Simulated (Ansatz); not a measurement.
# Alloy of GaAs and GaP (4 of 32 As sites exchanged), 64 atoms, part 2 of 2

Ansatz 0.2.0, PAW.

### Step 3. Single point with r²SCAN

File in.yaml:

```yaml
crystal:
  lattice:
    - [11.260883, 0.000000, 0.000000]
    - [0.000000, 11.260883, 0.000000]
    - [0.000000, 0.000000, 11.260883]
  atoms:
    - { symbol: Ga, position: [0.999390, 0.999209, 0.000629] }
    - { symbol: Ga, position: [0.999436, 0.993207, 0.499698] }
    - { symbol: Ga, position: [0.999909, 0.501033, 0.999844] }
    - { symbol: Ga, position: [0.996000, 0.503848, 0.496290] }
    - { symbol: Ga, position: [0.499827, 0.999737, 0.999981] }
    - { symbol: Ga, position: [0.503807, 0.995913, 0.496266] }
    - { symbol: Ga, position: [0.500648, 0.500571, 0.000923] }
    - { symbol: Ga, position: [0.499904, 0.501090, 0.499821] }
    - { symbol: Ga, position: [0.249721, 0.249378, 0.000298] }
    - { symbol: Ga, position: [0.249520, 0.249164, 0.499603] }
    - { symbol: Ga, position: [0.249235, 0.749885, 0.000378] }
    - { symbol: Ga, position: [0.246122, 0.753205, 0.496332] }
    - { symbol: Ga, position: [0.749948, 0.249279, 0.000279] }
    - { symbol: Ga, position: [0.750303, 0.249085, 0.499634] }
    - { symbol: Ga, position: [0.750537, 0.750014, 0.000275] }
    - { symbol: Ga, position: [0.753119, 0.752909, 0.496354] }
    - { symbol: Ga, position: [0.245604, 0.995883, 0.253488] }
    - { symbol: Ga, position: [0.250355, 0.999907, 0.749039] }
    - { symbol: Ga, position: [0.250408, 0.500552, 0.249804] }
    - { symbol: Ga, position: [0.248924, 0.501019, 0.748763] }
    - { symbol: Ga, position: [0.746761, 0.996426, 0.252921] }
    - { symbol: Ga, position: [0.753800, 0.995886, 0.744894] }
    - { symbol: Ga, position: [0.754032, 0.504566, 0.253694] }
    - { symbol: Ga, position: [0.749867, 0.500559, 0.749053] }
    - { symbol: Ga, position: [0.999337, 0.248861, 0.250301] }
    - { symbol: Ga, position: [0.999848, 0.249723, 0.748706] }
    - { symbol: Ga, position: [0.999784, 0.749954, 0.256651] }
    - { symbol: Ga, position: [0.996016, 0.753234, 0.745170] }
    - { symbol: Ga, position: [0.499952, 0.249829, 0.249945] }
    - { symbol: Ga, position: [0.500628, 0.248976, 0.749381] }
    - { symbol: Ga, position: [0.503923, 0.753301, 0.253724] }
    - { symbol: Ga, position: [0.500011, 0.749967, 0.748564] }
    - { symbol: As, position: [0.124682, 0.123577, 0.125901] }
    - { symbol: As, position: [0.123581, 0.122674, 0.623277] }
    - { symbol: As, position: [0.123566, 0.626058, 0.127017] }
    - { symbol: As, position: [0.122792, 0.626726, 0.622451] }
    - { symbol: As, position: [0.625013, 0.123603, 0.125890] }
    - { symbol: As, position: [0.625664, 0.122667, 0.623584] }
    - { symbol: As, position: [0.626072, 0.626189, 0.126880] }
    - { symbol: As, position: [0.626912, 0.627035, 0.622585] }
    - { symbol: As, position: [0.374830, 0.374842, 0.124803] }
    - { symbol: As, position: [0.374812, 0.374767, 0.624566] }
    - { symbol: As, position: [0.374800, 0.874508, 0.126919] }
    - { symbol: As, position: [0.374824, 0.874620, 0.622292] }
    - { symbol: As, position: [0.874732, 0.375922, 0.125806] }
    - { symbol: As, position: [0.874820, 0.375873, 0.623393] }
    - { symbol: As, position: [0.874951, 0.873729, 0.127864] }
    - { symbol: As, position: [0.374924, 0.122452, 0.374601] }
    - { symbol: As, position: [0.374888, 0.124708, 0.874753] }
    - { symbol: As, position: [0.374718, 0.627145, 0.374859] }
    - { symbol: As, position: [0.374929, 0.625116, 0.874715] }
    - { symbol: As, position: [0.874812, 0.121659, 0.375562] }
    - { symbol: As, position: [0.874638, 0.123544, 0.873562] }
    - { symbol: As, position: [0.874980, 0.626152, 0.873426] }
    - { symbol: As, position: [0.123786, 0.375885, 0.374804] }
    - { symbol: As, position: [0.124610, 0.374932, 0.874559] }
    - { symbol: As, position: [0.123682, 0.874507, 0.873407] }
    - { symbol: As, position: [0.626009, 0.376128, 0.374775] }
    - { symbol: As, position: [0.625109, 0.375027, 0.874722] }
    - { symbol: As, position: [0.626037, 0.874959, 0.873563] }
    - { symbol: P, position: [0.874664, 0.873627, 0.621289] }
    - { symbol: P, position: [0.874941, 0.628088, 0.375844] }
    - { symbol: P, position: [0.122640, 0.874105, 0.375695] }
    - { symbol: P, position: [0.627128, 0.873880, 0.375806] }
  symmetry: { detect: false }
kpoints:
  mp_grid: { grid: [1, 1, 1], shift: [0.25, 0.25, 0.25] }
hamiltonian:
  xc: r2scan
scf:
  occupations: { method: fermi_dirac, width: 0.01 }
output:
  forces: true
  eigenvalues: true
  populations: true
  eigenstates: { kpoints: [[0.25, 0.25, 0.25]], e_range: [-6.0, 6.0], localisation: true }
```

Command:

```sh
> ansatz run in.yaml --threads 4 --pin off --max-ram 42750MiB --runs-dir r --events-out ev --progress --plain --backend cuda --devices 0, --max-vram 37GiB
```

Standard output:

```text
Pseudopotentials: kind: paw
Functional definition: r2SCAN
  parameter k0 = 0.174
  parameter k1 = 0.065
  parameter a1 = 4.9479
  exchange = r2scan_x(k0 = k0, k1 = k1, a1 = a1)
  correlation = r2scan_c
Crystal: 64 atoms, lattice volume = 1427.964 Å³
Basis set: ecut = 500 eV, 36257 PW (Γ), exchange–correlation on 360×360×360 points (64 copies of the dense FFT grid, shifted against one another)
Bands: 514, of which v1, the nominal top of the filled ones, is band 428 counted from 1 (427 counted from 0)
Symmetry: 1 space group operations
k-points: 1
Non-local potential: Ga, projectors of the file, l = 0: 2, l = 1: 2, l = 2: 3, l = 3: 1
Non-local potential: As, projectors of the file, l = 0: 2, l = 1: 2, l = 2: 3, l = 3: 1
Non-local potential: P, projectors of the file, l = 0: 2, l = 1: 2, l = 2: 2
PAW form: soft (Blöchl's): semilocal exchange-correlation on the pseudo side does not see the compensation charge
PAW frozen core: Ga, regenerated for the run's functional (the file was generated under x = pbe(κ = 0.804, μ = 0.2195149727645171), c = pbe(β = 0.06672455060314922))
PAW frozen core: As, regenerated for the run's functional (the file was generated under x = pbe(κ = 0.804, μ = 0.2195149727645171), c = pbe(β = 0.06672455060314922))
PAW frozen core: P, regenerated for the run's functional (the file was generated under x = pbe(κ = 0.804, μ = 0.2195149727645171), c = pbe(β = 0.06672455060314922))
PAW one-centre angular grid: Ga, 590 points (default); XC on 160 Gauss nodes
PAW one-centre angular grid: As, 590 points (default); XC on 160 Gauss nodes
PAW one-centre angular grid: P, 302 points (default); XC on 160 Gauss nodes
Initial density: superposition of atomic densities (neutral atoms: chi_scale 0, normalization atom), corrected by the library's trained network
Initial wavefunctions: pseudopotential atomic-orbital guess
Functional: x = r2scan, c = r2scan; τ floored in thin density (d = 2e-4 eV/Å³)
SCF iter   1: F=—  HF=-260562.610489 eV  |F-HF|=—  |Δ(HF+E_count)|=         —  Δρ=8.30e-3  dr2=4.47e-1  dr2_τ=1.51e-1  ethr=1.77e-3  ⟨swp⟩=6.0  Hψ=1890  notcnv=0  defer=22
preconditioner: auto → Resta (q_TF=auto, 2.505 Å⁻¹)  ε∞=3.4  [insulator: Δε(μ)=1.762 eV  Ē_g=15.172 eV  σ=0.010 eV  W_gap=1.00  n_scr=388 (ndim 8)  ℏωp=23.6 eV  f_vac=0.078  D(μ)=0.00/eV (n_scr^D=0)  ε∞_Penn≈3.4]
SCF iter   2: F=—  HF=-260562.897926 eV  |F-HF|=—  |Δ(HF+E_count)|=   2.87e-1  Δρ=2.34e-3  dr2=5.37e-2  dr2_τ=1.67e-3  ethr=5.22e-5  ⟨swp⟩=3.0  Hψ=1030  notcnv=0  defer=81
SCF iter   3: F=—  HF=-260562.895434 eV  |F-HF|=—  |Δ(HF+E_count)|=   2.49e-3  Δρ=1.94e-3  dr2=2.70e-2  dr2_τ=1.83e-4  ethr=6.27e-6  ⟨swp⟩=2.0  Hψ=726  notcnv=0  defer=81
SCF iter   4: F=—  HF=-260562.902785 eV  |F-HF|=—  |Δ(HF+E_count)|=   7.35e-3  Δρ=4.19e-4  dr2=2.39e-3  dr2_τ=2.88e-5  ethr=3.15e-6  ⟨swp⟩=3.0  Hψ=866  notcnv=0  defer=81
SCF iter   5: F=—  HF=-260562.898539 eV  |F-HF|=—  |Δ(HF+E_count)|=   4.25e-3  Δρ=1.22e-4  dr2=2.22e-4  dr2_τ=4.17e-6  ethr=2.79e-7  ⟨swp⟩=2.0  Hψ=861  notcnv=0  defer=81
SCF iter   6: F=—  HF=-260562.898673 eV  |F-HF|=—  |Δ(HF+E_count)|=   1.34e-4  Δρ=4.23e-5  dr2=4.37e-5  dr2_τ=6.79e-7  ethr=2.59e-8  ⟨swp⟩=2.0  Hψ=561  notcnv=0  defer=81
SCF iter   7: F=—  HF=-260562.901433 eV  |F-HF|=—  |Δ(HF+E_count)|=   2.76e-3  Δρ=1.10e-5  dr2=6.82e-6  dr2_τ=3.77e-8  ethr=5.10e-9  ⟨swp⟩=2.0  Hψ=721  notcnv=0  defer=81
SCF iter   8: F=—  HF=-260562.901433 eV  |F-HF|=—  |Δ(HF+E_count)|=   4.55e-7  Δρ=5.16e-6  dr2=5.72e-7  dr2_τ=7.63e-9  ethr=7.96e-10  ⟨swp⟩=3.0  Hψ=775  notcnv=0  defer=81
SCF iter   9: F=-260562.901433 eV  HF=-260562.901433 eV  |F-HF|=7.31e-8  |Δ(HF+E_count)|=   1.18e-7  Δρ=1.93e-6  dr2=5.57e-8  dr2_τ=7.66e-10  ethr=1.17e-11  ⟨swp⟩=11.0  Hψ=2980  notcnv=0
SCF 1 converged in 9 iterations: F = -260562.901433 eV  dr2 = 5.57e-8
NSCF: frozen V_eff on 1 k-points
SCF converged after 9 iterations
Free energy (F): -260562.901433 eV
Harris-Foulkes:  -260562.901433 eV  (|F-HF|=7.31e-8)
Internal energy: -260562.901433 eV  (E = F + TS)
E sigma→0 (E₀):  -260562.901433 eV
Fermi energy:    8.484190 eV
--- Per-component energies (eV) ---
  E_band       = -9563.864857
  E_kinetic    = 6861.631554
  E_local      = -120855.369020  (includes V_loc(G=0)·N_el)
  E_nonlocal   = -4959.730287
  E_hartree    = 60586.951619
  E_xc         = -4309.386817
  E_vxc        = -4529.444269  (∫ρ·V_xc dr)
  E_paw        = -118175.188858  (= ΣΔE_a)
  E_vpaw       = -7489.265797  (= ΣTr[D̂ρ^β])
  E_aug_tail   = -0.001264  (compensation charges beyond the density's cutoff)
  E_vtau       = 234.438073  (kinetic-family band-sum trace: ∫τ·v_τ [+ j·A + Jᵃ·Aᵃ] dr)
  E_ewald      = -79649.739338
  E_core_change = -62.069021  (= ΣΔE_core)
  E_smearing   = -0.000000  (= −TS)
  E_closure    = -0.000000  (closes the sum)
  Σ components = -260562.901433   (vs F -260562.901433, Δ=0.00e0)
--- Forces (eV/Å), atoms counted from 1 ---
  atom   1  Ga     0.00167403     0.00833379     0.00319932
  atom   2  Ga     0.01059464     0.02378848    -0.00330724
  atom   3  Ga     0.00226800    -0.00059410     0.00378983
  atom   4  Ga     0.01676819    -0.00130906     0.01977297
  atom   5  Ga     0.00460664     0.00279041     0.00480728
  atom   6  Ga    -0.01559106     0.01849190     0.02197941
  atom   7  Ga    -0.00493259     0.00104896     0.00149710
  atom   8  Ga     0.00268580     0.00465367     0.00974034
  atom   9  Ga     0.00560523     0.00891842     0.00078188
  atom  10  Ga     0.00272016    -0.00195411     0.00463715
  atom  11  Ga     0.00540916    -0.00011133     0.00713724
  atom  12  Ga     0.01276185    -0.00334651     0.01540805
  atom  13  Ga     0.00366781     0.00856733     0.00124983
  atom  14  Ga     0.00244016     0.01149725     0.00626394
  atom  15  Ga    -0.00023048     0.00915965    -0.00282794
  atom  16  Ga    -0.00285521     0.00235146     0.02781542
  atom  17  Ga     0.02141495     0.02028302    -0.00845934
  atom  18  Ga     0.00550570     0.00360499     0.00135982
  atom  19  Ga    -0.00209473     0.00200656     0.00260303
  atom  20  Ga     0.00664136    -0.00162476     0.00811338
  atom  21  Ga     0.01380708     0.00654717     0.00587505
  atom  22  Ga    -0.01568519     0.02512005     0.02255022
  atom  23  Ga    -0.01383621    -0.00141886    -0.00700980
  atom  24  Ga     0.00849713     0.00556887     0.00528399
  atom  25  Ga     0.00281902     0.01281681     0.00189247
  atom  26  Ga     0.00379393     0.00367405     0.00366725
  atom  27  Ga     0.00872400     0.01618174    -0.02059304
  atom  28  Ga     0.01716162    -0.01681233     0.01888206
  atom  29  Ga     0.00330487     0.00282240     0.00081765
  atom  30  Ga    -0.00754083     0.00615637     0.00830890
  atom  31  Ga    -0.00950816    -0.00123538     0.00433063
  atom  32  Ga     0.00592928     0.00908573     0.00803717
  atom  33  As    -0.00481611    -0.01084904    -0.00757268
  atom  34  As    -0.00164503     0.00638841     0.00322990
  atom  35  As     0.00658293    -0.00747717    -0.01501616
  atom  36  As    -0.00390975     0.00041228    -0.00046097
  atom  37  As    -0.01118552    -0.00245741    -0.00389582
  atom  38  As     0.00973852    -0.00837023    -0.00874514
  atom  39  As     0.00048006    -0.01553046    -0.00434145
  atom  40  As    -0.01497324    -0.01486393    -0.00612015
  atom  41  As     0.00103102     0.00126973     0.00226909
  atom  42  As    -0.00150889     0.00426915    -0.00654898
  atom  43  As    -0.00868319     0.01518072    -0.01083749
  atom  44  As     0.00128648    -0.00422314     0.01019307
  atom  45  As     0.01172203    -0.01043951    -0.00316323
  atom  46  As    -0.00593009    -0.00897252    -0.00540714
  atom  47  As    -0.00599911     0.00134991    -0.01520736
  atom  48  As    -0.00448371     0.00733520    -0.00680965
  atom  49  As    -0.00821246    -0.01262965    -0.01169063
  atom  50  As     0.00511859    -0.01010182    -0.00832535
  atom  51  As    -0.00993682    -0.00769555    -0.00903237
  atom  52  As    -0.00366612     0.00741058    -0.00811386
  atom  53  As    -0.00058399    -0.00593787    -0.00386619
  atom  54  As    -0.00700695    -0.00663003    -0.00080125
  atom  55  As    -0.00680431    -0.00782445    -0.00842034
  atom  56  As     0.00195610    -0.00168090    -0.00131917
  atom  57  As     0.00149707     0.00275572     0.00391153
  atom  58  As    -0.00721847    -0.01588742    -0.00256778
  atom  59  As    -0.00202919    -0.01023894    -0.00612349
  atom  60  As    -0.00770060    -0.01093216    -0.00591674
  atom  61  P      0.00126443    -0.00454541    -0.00159651
  atom  62  P     -0.00312333    -0.01961983    -0.00872187
  atom  63  P     -0.00954210    -0.02636055     0.00089184
  atom  64  P     -0.00825387    -0.00817753    -0.02748068
  max |Σ_I F_I| component: 1.12e-5 eV/Å
--- Band table (eV) ---
  k-point 0: bands = [... 416 lower levels ..., "6.6073", "6.6120", "6.6572", "6.6673", "6.6804", "6.7645", "6.7690", "7.0579", "7.0713", "7.1124", "7.5766", "7.5770", "9.3847", "9.7995", "9.8276", "9.8473", "9.9020", "10.1972", "10.2250", "10.2454", "10.2841", "10.2977", "10.3307", "10.5304", ... 74 higher levels ...]
--- Löwdin populations: 64 sites ---
  site symbol       q [e]
     0     Ga     12.9095
     1     Ga     12.9137
     2     Ga     12.9070
     3     Ga     12.9109
     4     Ga     12.9078
     5     Ga     12.9115
     6     Ga     12.9049
     7     Ga     12.9083
     8     Ga     12.9070
     9     Ga     12.9066
    10     Ga     12.9054
    11     Ga     12.9135
    12     Ga     12.9042
    13     Ga     12.9115
    14     Ga     12.9103
    15     Ga     12.9134
    16     Ga     12.9081
    17     Ga     12.9105
    18     Ga     12.9092
    19     Ga     12.9049
    20     Ga     12.9131
    21     Ga     12.9084
    22     Ga     12.9085
    23     Ga     12.9098
    24     Ga     12.9082
    25     Ga     12.9073
    26     Ga     12.9142
    27     Ga     12.9105
    28     Ga     12.9064
    29     Ga     12.9054
    30     Ga     12.9114
    31     Ga     12.9083
    32     As     15.0485
    33     As     15.0511
    34     As     15.0504
    35     As     15.0508
    36     As     15.0487
    37     As     15.0499
    38     As     15.0504
    39     As     15.0511
    40     As     15.0482
    41     As     15.0485
    42     As     15.0506
    43     As     15.0511
    44     As     15.0499
    45     As     15.0495
    46     As     15.0517
    47     As     15.0508
    48     As     15.0480
    49     As     15.0509
    50     As     15.0485
    51     As     15.0517
    52     As     15.0500
    53     As     15.0496
    54     As     15.0500
    55     As     15.0485
    56     As     15.0506
    57     As     15.0506
    58     As     15.0483
    59     As     15.0501
    60      P      5.0182
    61      P      5.0179
    62      P      5.0172
    63      P      5.0171
  spilling = 0.001685 (of n_electrons = 856.000000)
```

Run time: 7.7 s. Hardware: 1 × NVIDIA H100 80GB HBM3 with 4 threads of AMD EPYC 7R13, shared host; peak host memory 3.8 GiB.

Top filled level 7.577 eV, lowest empty level 9.385 eV: 1.81 eV apart at the single k point (¼, ¼, ¼).

Frontier states and how far they spread:

```csv
level (eV),spin,filling,atoms sharing it,main element,its share,largest atom
-0.51,both,2.00,47.1,As,0.63,–
-0.46,both,2.00,47.5,As,0.66,–
0.00,both,2.00,52.0,As,0.66,–
0.00,both,2.00,51.8,As,0.66,–
1.81,both,0.00,63.0,Ga,0.55,–
2.22,both,0.00,56.9,Ga,0.55,–
2.25,both,0.00,60.8,Ga,0.55,–
2.27,both,0.00,58.2,Ga,0.54,–
```

The largest force by r²SCAN is only 0.04 eV/Å (on Ga22), so the positions lie close to this level's own in this cell.

### Step 4. What came out

What follows sums up all 2 parts. Changes of volume or cell count from the first structure of part 1.

| level | time | top filled to lowest empty (eV) |
| --- | --- | --- |
| PBEsol, relaxation | 5.8 s (GPU) | 1.33 |
| r²SCAN | 7.7 s (GPU) | 1.81 |

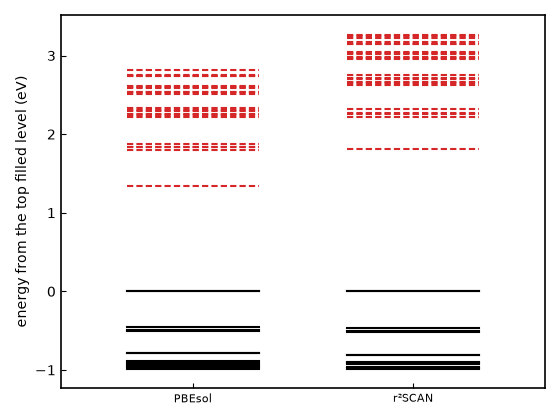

Levels near the gap by PBEsol, r²SCAN: filled black, empty red and dashed.

```
     quantity                                                                         value
   relaxation                                              4 recorded steps, 0.66 eV gained
largest shift                                                                 0.11 Å (Ga23)
 relaxed cell  a = 11.261 Å, b = 11.261 Å, c = 11.261 Å, α = 90.00°, β = 90.00°, γ = 90.00°
   mean bonds                                                     As–Ga 2.446, Ga–P 2.381 Å
```

**In words.** Relaxation gains 0.66 eV, with shifts up to 0.11 Å (Ga23), while the volume changes by -0.2 %. The mean lengths of the listed bonds run from Ga–P 2.38 Å to As–Ga 2.45 Å. No spin–orbit coupling is included; with elements this heavy it would shift the edges. With one k point the spacing samples only the states that fold onto it, so it can exceed the gap over the zone.
